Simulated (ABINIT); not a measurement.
## ZnSe (Stilleite): G0W0 in ABINIT against the bands in the screening

Wanted: the cheapest bands in the screening that holds the gap of ZnSe (Stilleite).

Calculated with ABINIT 10.8.3; PBE and many-body steps on it, plane waves.

### Step 1. Starting point

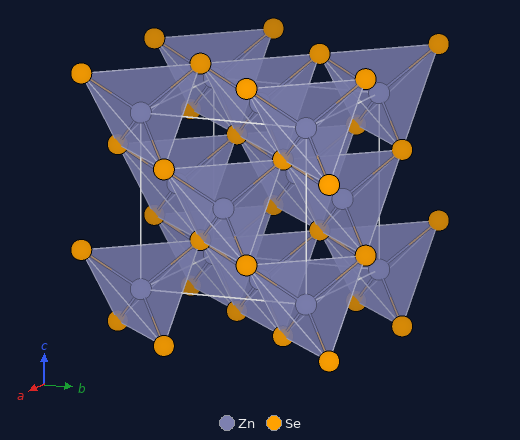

The cell as given, slightly off an axis (zinc blue, selenium orange). This picture shows the conventional cell, with its axes. Some periodic images of atoms are drawn too.

The cell and positions come from the Crystallography Open Database and are kept as given unless a step says otherwise.

### Step 2. Screening, 4×4×4 mesh, 26 bands, screening to 163.3 eV

This step: ABINIT 10.8.3; RPA screening on PBE, plane waves, norm-conserving pseudopotentials.

The RPA dielectric matrix is built and inverted for each q.

Input file run.abi:

```
acell 3*1.0 Angstrom
rprim 
  -0.000000000000 2.833800000000 2.833800000000
  2.833800000000 0.000000000000 2.833800000000
  2.833800000000 2.833800000000 -0.000000000000
ntypat 2
znucl 30 34
natom 2
typat 1 2
xred 
  0.000000000000 0.000000000000 0.000000000000
  0.250000000000 0.250000000000 0.250000000000
pp_dirpath "pseudos"
pseudos "Zn.upf, Se.upf"
ecut 39
ngkpt 4 4 4
nshiftk 1
shiftk 0 0 0
kptopt 1
chksymbreak 0
istwfk *1
occopt 1
irdwfk 1
optdriver 3
nband 26
ecuteps 6
inclvkb 2
awtr 1
symchi 1
indata_prefix "in"
outdata_prefix "out"
tmpdata_prefix "tmp"
```

The run is started by

```
$ OMP_NUM_THREADS=1 mpirun -n 8 abinit run.abi > log
```

Log:

```text
.Version 10.8.3 of ABINIT. v10.8.2 released Aug 2026.

 Symmetries : space group F-4 3 m (#216); Bravais cF (face-center cubic)
[... echo of the input left out ...]
== DATASET  1 ==================================================================
-   mpi_nproc: 8, omp_nthreads: 1 (-1 if OMP is not activated)

--- !DatasetInfo
iteration_state: {dtset: 1, }
dimensions: {natom: 2, nkpt: 8, mband: 26, nsppol: 1, nspinor: 1, nspden: 1, mpw: 3591, }
cutoff_energies: {ecut:  39.0, pawecutdg:  -1.0, }
electrons: {nelect:   3.60000000E+01, charge:   0.00000000E+00, occopt:   1.00000000E+00, tsmear:   1.00000000E-02, }

 SCREENING: Calculation of the susceptibility and dielectric matrices

 Based on a program developped by R.W. Godby, V. Olevano, G. Onida, and L. Reining.
 Incorporated in ABINIT by V. Olevano, G.-M. Rignanese, and M. Torrent.
.Using double precision arithmetic ; gwpc =  8

[... cell and pseudopotentials left out ...]
--------------------------------------------------------------------------------

 ==== K-mesh for the wavefunctions ====
 Number of points in the irreducible wedge :     8
[... list of points left out ...]
 Together with 24 symmetry operations and time-reversal symmetry
 yields    64 points in the full Brillouin Zone.

 ==== Q-mesh for the screening function ====
 Number of points in the irreducible wedge :     8
[... list of points left out ...]
 Together with 24 symmetry operations and time-reversal symmetry
 yields    64 points in the full Brillouin Zone.

 setmesh: FFT mesh size selected  =    30x   30x   30
          total number of points  =        27000

 vcoul_init : cutoff-mode = AUXILIARY_FUNCTION
 q-points for optical limit:   1
     1)      0.000010    0.000020    0.000030

- screening: taking advantage of time-reversal symmetry
- Maximum band index for partially occupied states nbvw = 18
- Remaining bands to be divided among processors   nbcw = 8
- Number of bands treated by each node ~1

 Number of electrons calculated from density =   36.0000; Expected =   36.0000
 average of density, n =  0.117211
 r_s =    1.2676
 omega_plasma =   33.0248 [eV]

 calculating chi0 at frequencies [eV] :
  1    0.000000E+00    0.000000E+00
  2    0.000000E+00    3.302477E+01

--------------------------------------------------------------------------------
  q-point number  1        q = ( 0.000000, 0.000000, 0.000000) [r.l.u.]
--------------------------------------------------------------------------------
[... chi0 elements left out ...]
 For q-point:  0.000010 0.000020 0.000030
  dielectric constant =  13.7860
  dielectric constant without local fields =  14.8585

  Average fulfillment of the sum rule on Im[epsilon] for q-point    1 :      7.83  [%]
[... wings left out ...]
  q-point number  2        q = ( 0.250000, 0.000000, 0.000000) [r.l.u.]
--------------------------------------------------------------------------------
[... chi0 elements left out ...]
  Average fulfillment of the sum rule on Im[epsilon] for q-point    2 :     20.41  [%]

 [... 6 further q-points ...]
```

Run time: 4.1 s. Hardware: 8 MPI ranks of Intel Xeon Platinum 8488C (Sapphire Rapids), shared host; peak memory 1.3 GiB.

This step gave:

```yaml
eps_infinity_with_local_fields_on_this_mesh_along_the_program_s_q_direction: 13.79
the_same_without_local_fields: 14.86
plasma_frequency: 33.02 eV
plane_waves_in_the_screening_matrix: 181
```

Local fields lower ε∞ by 7 %. On a Γ-centred mesh this coarse the value itself is usually too large, while a short band sum pulls it down.

### Step 3. 26 bands

This step: G0W0 on PBE, plane waves, norm-conserving pseudopotentials.

Edit run.abi of step 2 so:

```diff
@@ -23,8 +23,15 @@
 irdwfk 1
-optdriver 3
-nband 26
+optdriver 4
+nband 91
+gwcalctyp 0
+ecutsigx 39
+symsigma 1
+nkptgw 1
+kptgw 
+  0.0000000000 0.0000000000 0.0000000000
+bdgw 
+  16 22
 ecuteps 6
-inclvkb 2
-awtr 1
-symchi 1
+irdscr 1
+ppmodel 1
 indata_prefix "in"
```

Log:

```text
.Version 10.8.3 of ABINIT. v10.8.2 released Aug 2026.

 Symmetries : space group F-4 3 m (#216); Bravais cF (face-center cubic)
[... echo of the input left out ...]
== DATASET  1 ==================================================================
-   mpi_nproc: 8, omp_nthreads: 1 (-1 if OMP is not activated)

--- !DatasetInfo
iteration_state: {dtset: 1, }
dimensions: {natom: 2, nkpt: 8, mband: 91, nsppol: 1, nspinor: 1, nspden: 1, mpw: 3591, }
cutoff_energies: {ecut:  39.0, pawecutdg:  -1.0, }
electrons: {nelect:   3.60000000E+01, charge:   0.00000000E+00, occopt:   1.00000000E+00, tsmear:   1.00000000E-02, }

 SIGMA: Calculation of the GW corrections

 Based on a program developped by R.W. Godby, V. Olevano, G. Onida, and L. Reining.
 Incorporated in ABINIT by V. Olevano, G.-M. Rignanese, and M. Torrent.
.Using double precision arithmetic ; gwpc =  8

[... cell and pseudopotentials left out ...]
--------------------------------------------------------------------------------

 ==== K-mesh for the wavefunctions ====
 Number of points in the irreducible wedge :     8
[... list of points left out ...]
 Together with 24 symmetry operations and time-reversal symmetry
 yields    64 points in the full Brillouin Zone.

 ==== Q-mesh for screening function ====
 Number of points in the irreducible wedge :     8
[... list of points left out ...]
 Together with 24 symmetry operations and time-reversal symmetry
 yields    64 points in the full Brillouin Zone.

 vcoul_init : cutoff-mode = AUXILIARY_FUNCTION
 q-points for optical limit:   1
     1)      0.000010    0.000020    0.000030
 setmesh: FFT mesh size selected  =    45x   45x   45
          total number of points  =        91125

 Number of electrons calculated from density =   36.0000; Expected =   36.0000
 average of density, n =  0.117211
 r_s =    1.2676
 omega_plasma =   33.0248 [eV]

 === KS Band Gaps ===
  >>>> For spin  1
   Minimum direct gap =   1.2881 [eV], located at k-point      :   0.0000  0.0000  0.0000
   Fundamental gap    =   1.2881 [eV], Top of valence bands at :   0.0000  0.0000  0.0000
                                       Bottom of conduction at :   0.0000  0.0000  0.0000
 SIGMA fundamental parameters:
 PLASMON POLE MODEL  1
 number of plane-waves for SigmaX                 3527
 number of plane-waves for SigmaC and W            181
 number of plane-waves for wavefunctions          3527
 number of bands                                    91
 number of independent spin polarizations            1
 number of spinorial components                      1
 number of k-points in IBZ                           8
 number of q-points in IBZ                           8
 number of symmetry operations                      24
 number of k-points in BZ                           64
 number of q-points in BZ                           64
 number of frequencies for dSigma/dE                 9
 frequency step for dSigma/dE [eV]                0.25
 number of omega for Sigma on real axis              0
 max omega for Sigma on real axis  [eV]           0.00
 zcut for avoiding poles [eV]                     0.10

 EPSILON^-1 parameters (SCR file):
 dimension of the eps^-1 matrix on file            181
 dimension of the eps^-1 matrix used               181
 number of plane-waves for wavefunctions          3527
 number of bands                                    26
 number of q-points in IBZ                           8
 number of frequencies                               2
 number of real frequencies                          1
 number of imag frequencies                          1

 matrix elements of self-energy operator (all in [eV])

 Perturbative Calculation

--- !SelfEnergy_ee
iteration_state: {dtset: 1, }
kpoint     : [   0.000,    0.000,    0.000, ]
spin       : 1
KS_gap     :    1.288
QP_gap     :    2.845
Delta_QP_KS:    1.557
data: !SigmaeeData |
     Band     E0 <VxcDFT>   SigX SigC(E0)      Z dSigC/dE  Sig(E)    E-E0       E
       16   3.405 -16.589 -20.446   2.595   0.789  -0.267 -17.585  -0.996   2.409
       17   3.405 -16.589 -20.446   2.595   0.789  -0.267 -17.585  -0.996   2.409
       18   3.405 -16.589 -20.446   2.595   0.789  -0.267 -17.585  -0.996   2.409
       19   4.693 -12.624  -8.875  -3.056   0.809  -0.236 -12.063   0.561   5.254
       20   9.220 -10.891  -5.994  -3.644   0.804  -0.244  -9.884   1.007  10.226
       21   9.220 -10.891  -5.994  -3.644   0.804  -0.244  -9.884   1.007  10.226
       22   9.220 -10.891  -5.994  -3.644   0.804  -0.244  -9.884   1.007  10.226

== END DATASET(S) ==============================================================
================================================================================

 -outvars: echo values of variables after computation  --------
           etotal      0.0000000000E+00
            nband          91
             nkpt           8
          spgroup         216
 [... the other variables as echoed above ...]

 Calculation completed.
```

Wall time 3.7 s (8 MPI ranks); peak memory 1.1 GiB; 28 s of CPU time.

Numbers from this step:

- G0W0 gap on the points computed: 2.845 eV
- starting gap on the mesh: 1.288 eV
- k of the valence top: 0, 0, 0
- k of the conduction bottom: 0, 0, 0
- Z at the valence top: 0.789
- Z at the conduction bottom: 0.809
- least direct G0W0 gap on the computed points: 2.845 eV

### Step 4. Screening, 4×4×4 mesh, 34 bands, screening to 163.3 eV

This step: RPA screening on PBE, plane waves, norm-conserving pseudopotentials.

Edit run.abi of step 3 so:

```diff
@@ -23,15 +23,8 @@
 irdwfk 1
-optdriver 4
-nband 91
-gwcalctyp 0
-ecutsigx 39
-symsigma 1
-nkptgw 1
-kptgw 
-  0.0000000000 0.0000000000 0.0000000000
-bdgw 
-  16 22
+optdriver 3
+nband 34
 ecuteps 6
-irdscr 1
-ppmodel 1
+inclvkb 2
+awtr 1
+symchi 1
 indata_prefix "in"
```

Log:

```text
.Version 10.8.3 of ABINIT. v10.8.2 released Aug 2026.

 Symmetries : space group F-4 3 m (#216); Bravais cF (face-center cubic)
[... echo of the input left out ...]
== DATASET  1 ==================================================================
-   mpi_nproc: 8, omp_nthreads: 1 (-1 if OMP is not activated)

--- !DatasetInfo
iteration_state: {dtset: 1, }
dimensions: {natom: 2, nkpt: 8, mband: 34, nsppol: 1, nspinor: 1, nspden: 1, mpw: 3591, }
cutoff_energies: {ecut:  39.0, pawecutdg:  -1.0, }
electrons: {nelect:   3.60000000E+01, charge:   0.00000000E+00, occopt:   1.00000000E+00, tsmear:   1.00000000E-02, }

 SCREENING: Calculation of the susceptibility and dielectric matrices

 Based on a program developped by R.W. Godby, V. Olevano, G. Onida, and L. Reining.
 Incorporated in ABINIT by V. Olevano, G.-M. Rignanese, and M. Torrent.
.Using double precision arithmetic ; gwpc =  8

[... cell and pseudopotentials left out ...]
--------------------------------------------------------------------------------

 ==== K-mesh for the wavefunctions ====
 Number of points in the irreducible wedge :     8
[... list of points left out ...]
 Together with 24 symmetry operations and time-reversal symmetry
 yields    64 points in the full Brillouin Zone.

 ==== Q-mesh for the screening function ====
 Number of points in the irreducible wedge :     8
[... list of points left out ...]
 Together with 24 symmetry operations and time-reversal symmetry
 yields    64 points in the full Brillouin Zone.

 setmesh: FFT mesh size selected  =    30x   30x   30
          total number of points  =        27000

 vcoul_init : cutoff-mode = AUXILIARY_FUNCTION
 q-points for optical limit:   1
     1)      0.000010    0.000020    0.000030

- screening: taking advantage of time-reversal symmetry
- Maximum band index for partially occupied states nbvw = 18
- Remaining bands to be divided among processors   nbcw = 16
- Number of bands treated by each node ~2

 Number of electrons calculated from density =   36.0000; Expected =   36.0000
 average of density, n =  0.117211
 r_s =    1.2676
 omega_plasma =   33.0248 [eV]

 calculating chi0 at frequencies [eV] :
  1    0.000000E+00    0.000000E+00
  2    0.000000E+00    3.302477E+01

--------------------------------------------------------------------------------
  q-point number  1        q = ( 0.000000, 0.000000, 0.000000) [r.l.u.]
--------------------------------------------------------------------------------
[... chi0 elements left out ...]
 For q-point:  0.000010 0.000020 0.000030
  dielectric constant =  13.8559
  dielectric constant without local fields =  14.9176

  Average fulfillment of the sum rule on Im[epsilon] for q-point    1 :     15.08  [%]
[... wings left out ...]
  q-point number  2        q = ( 0.250000, 0.000000, 0.000000) [r.l.u.]
--------------------------------------------------------------------------------
[... chi0 elements left out ...]
  Average fulfillment of the sum rule on Im[epsilon] for q-point    2 :     25.37  [%]

 [... 6 further q-points ...]
```

Wall time 5.5 s (8 MPI ranks); peak memory 1.4 GiB; 42 s of CPU time.

Numbers from this step:

```
ε∞ with local fields, on this mesh, along the program's q direction : 13.86
the same without local fields                                       : 14.92
plasma frequency                                                    : 33.02 eV
plane waves in the screening matrix                                 : 181
```

### Step 5. 34 bands

The self-energy is evaluated for the states that the input lists, and the levels follow from it, in one-shot runs by the linearised quasiparticle equation.

This step: G0W0 on PBE, plane waves, norm-conserving pseudopotentials.

Edit run.abi of step 4 so:

```diff
@@ -23,8 +23,15 @@
 irdwfk 1
-optdriver 3
-nband 34
+optdriver 4
+nband 91
+gwcalctyp 0
+ecutsigx 39
+symsigma 1
+nkptgw 1
+kptgw 
+  0.0000000000 0.0000000000 0.0000000000
+bdgw 
+  16 22
 ecuteps 6
-inclvkb 2
-awtr 1
-symchi 1
+irdscr 1
+ppmodel 1
 indata_prefix "in"
```

Log:

```text
.Version 10.8.3 of ABINIT. v10.8.2 released Aug 2026.

 Symmetries : space group F-4 3 m (#216); Bravais cF (face-center cubic)
[... echo of the input left out ...]
== DATASET  1 ==================================================================
-   mpi_nproc: 8, omp_nthreads: 1 (-1 if OMP is not activated)

--- !DatasetInfo
iteration_state: {dtset: 1, }
dimensions: {natom: 2, nkpt: 8, mband: 91, nsppol: 1, nspinor: 1, nspden: 1, mpw: 3591, }
cutoff_energies: {ecut:  39.0, pawecutdg:  -1.0, }
electrons: {nelect:   3.60000000E+01, charge:   0.00000000E+00, occopt:   1.00000000E+00, tsmear:   1.00000000E-02, }

 SIGMA: Calculation of the GW corrections

 Based on a program developped by R.W. Godby, V. Olevano, G. Onida, and L. Reining.
 Incorporated in ABINIT by V. Olevano, G.-M. Rignanese, and M. Torrent.
.Using double precision arithmetic ; gwpc =  8

[... cell and pseudopotentials left out ...]
--------------------------------------------------------------------------------

 ==== K-mesh for the wavefunctions ====
 Number of points in the irreducible wedge :     8
[... list of points left out ...]
 Together with 24 symmetry operations and time-reversal symmetry
 yields    64 points in the full Brillouin Zone.

 ==== Q-mesh for screening function ====
 Number of points in the irreducible wedge :     8
[... list of points left out ...]
 Together with 24 symmetry operations and time-reversal symmetry
 yields    64 points in the full Brillouin Zone.

 vcoul_init : cutoff-mode = AUXILIARY_FUNCTION
 q-points for optical limit:   1
     1)      0.000010    0.000020    0.000030
 setmesh: FFT mesh size selected  =    45x   45x   45
          total number of points  =        91125

 Number of electrons calculated from density =   36.0000; Expected =   36.0000
[...]
number of q-points in BZ                           64
 number of frequencies for dSigma/dE                 9
 frequency step for dSigma/dE [eV]                0.25
 number of omega for Sigma on real axis              0
 max omega for Sigma on real axis  [eV]           0.00
 zcut for avoiding poles [eV]                     0.10

 EPSILON^-1 parameters (SCR file):
 dimension of the eps^-1 matrix on file            181
 dimension of the eps^-1 matrix used               181
 number of plane-waves for wavefunctions          3527
 number of bands                                    34
 number of q-points in IBZ                           8
 number of frequencies                               2
 number of real frequencies                          1
 number of imag frequencies                          1

 matrix elements of self-energy operator (all in [eV])

 Perturbative Calculation

--- !SelfEnergy_ee
iteration_state: {dtset: 1, }
kpoint     : [   0.000,    0.000,    0.000, ]
spin       : 1
KS_gap     :    1.288
QP_gap     :    2.690
Delta_QP_KS:    1.401
data: !SigmaeeData |
     Band     E0 <VxcDFT>   SigX SigC(E0)      Z dSigC/dE  Sig(E)    E-E0       E
       16   3.405 -16.589 -20.446   2.554   0.791  -0.264 -17.620  -1.031   2.374
       17   3.405 -16.589 -20.446   2.554   0.791  -0.264 -17.620  -1.031   2.374
       18   3.405 -16.589 -20.446   2.554   0.791  -0.264 -17.620  -1.031   2.374
       19   4.693 -12.624  -8.875  -3.293   0.810  -0.234 -12.254   0.370   5.063
       20   9.220 -10.891  -5.994  -3.901   0.806  -0.240 -10.089   0.802  10.022
       21   9.220 -10.891  -5.994  -3.901   0.806  -0.240 -10.089   0.802  10.022
       22   9.220 -10.891  -5.994  -3.901   0.806  -0.240 -10.089   0.802  10.022

== END DATASET(S) ==============================================================
================================================================================

 -outvars: echo values of variables after computation  --------
           etotal      0.0000000000E+00
            nband          91
             nkpt           8
          spgroup         216
 [... the other variables as echoed above ...]

 Calculation completed.
```

It took 3.8 s on 8 MPI ranks; peak memory 1.1 GiB; 28 s of CPU time.

Numbers from this step:

- G0W0 gap on the points computed: 2.689 eV
- starting gap on the mesh: 1.288 eV
- k of the valence top: 0, 0, 0
- k of the conduction bottom: 0, 0, 0
- Z at the valence top: 0.791
- Z at the conduction bottom: 0.81
- least direct G0W0 gap on the computed points: 2.689 eV

The gap on the mesh goes from 1.29 eV to 2.69 eV, a correction of +1.40 eV.

### Step 6. Screening, 4×4×4 mesh, 91 bands, screening to 163.3 eV

This step: RPA screening on PBE, plane waves, norm-conserving pseudopotentials.

Edit run.abi of step 5 so:

```diff
@@ -23,15 +23,8 @@
 irdwfk 1
-optdriver 4
+optdriver 3
 nband 91
-gwcalctyp 0
-ecutsigx 39
-symsigma 1
-nkptgw 1
-kptgw 
-  0.0000000000 0.0000000000 0.0000000000
-bdgw 
-  16 22
 ecuteps 6
-irdscr 1
-ppmodel 1
+inclvkb 2
+awtr 1
+symchi 1
 indata_prefix "in"
```

Log:

```text
.Version 10.8.3 of ABINIT. v10.8.2 released Aug 2026.

 Symmetries : space group F-4 3 m (#216); Bravais cF (face-center cubic)
[... echo of the input left out ...]
== DATASET  1 ==================================================================
-   mpi_nproc: 8, omp_nthreads: 1 (-1 if OMP is not activated)

--- !DatasetInfo
iteration_state: {dtset: 1, }
dimensions: {natom: 2, nkpt: 8, mband: 91, nsppol: 1, nspinor: 1, nspden: 1, mpw: 3591, }
cutoff_energies: {ecut:  39.0, pawecutdg:  -1.0, }
[...]
--------------------------------------------------------------------------------
[... chi0 elements left out ...]
 For q-point:  0.000010 0.000020 0.000030
  dielectric constant =  14.0066
  dielectric constant without local fields =  14.9864

  Average fulfillment of the sum rule on Im[epsilon] for q-point    1 :     39.99  [%]
[... wings left out ...]
  q-point number  2        q = ( 0.250000, 0.000000, 0.000000) [r.l.u.]
--------------------------------------------------------------------------------
[... chi0 elements left out ...]
  Average fulfillment of the sum rule on Im[epsilon] for q-point    2 :     49.16  [%]

 [... 6 further q-points ...]
```

Run time: 17 s. Hardware: 8 MPI ranks; peak memory 1.6 GiB; 2.2 min of CPU time.

This step gave:

```yaml
eps_infinity_with_local_fields_on_this_mesh_along_the_program_s_q_direction: 14.01
the_same_without_local_fields: 14.99
plasma_frequency: 33.02 eV
plane_waves_in_the_screening_matrix: 181
```

(Continued in part 2 of 2.)

[Paths, hosts, dates, memory and timing lines, banners, echoed tables and standing remarks are left out of the program output.]

[Logs are printed without paths, hosts, clocks, repeated set-up lines and the standing remarks that a program may print on its own settings, such as how far it seeks lower states.]

[Runs of the session that timed out or met a known fault of the program may be left out.]

[Hosts, paths, dates, database ids (printed as entryN), source tags and the programs' standing remarks are cut or masked in the printed files.]

[G0W0 gaps are taken among the corrected bands and points alone; a level outside them can change the order at an edge.]

[Where Ansatz stands beside ABINIT at settings called matched, ABINIT's density can come from a denser mesh and the files from another edition; pairs whose starting gaps differed by over 0.03 eV were left out, so agreement reads better than it is.]
